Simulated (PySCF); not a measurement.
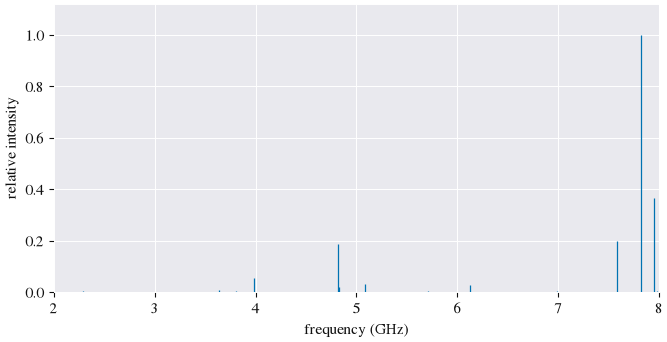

Simulated rotational absorption lines between 2 and 8 GHz at 1.5 K: rigid rotor with the equilibrium constants and dipole of one optimised conformer (PBE0-D3(BJ)/def2-SVP, PySCF 2.14.0), commonest isotopes; no centrifugal distortion, hyperfine structure, internal rotation or nuclear-spin weights; lines within 1 MHz of each other are summed.

### Which molecule gives this spectrum?
A. CH₅ClGe, SMILES [CH3][GeH2][Cl], singlet
B. C₅H₅F, SMILES C=C=CC(=C)F
C. C₂H₇GeN, SMILES C=[CH][GeH2][NH2], singlet

Option B. Rotational constants A, B, C = 9.622, 2.182, 1.801 GHz, |μa|, |μb|, |μc| = 0.60, 1.16, 0.00 D.

Note: coarse grid, loose stop and no frequency check, small forces are noise and the end may be a saddle.
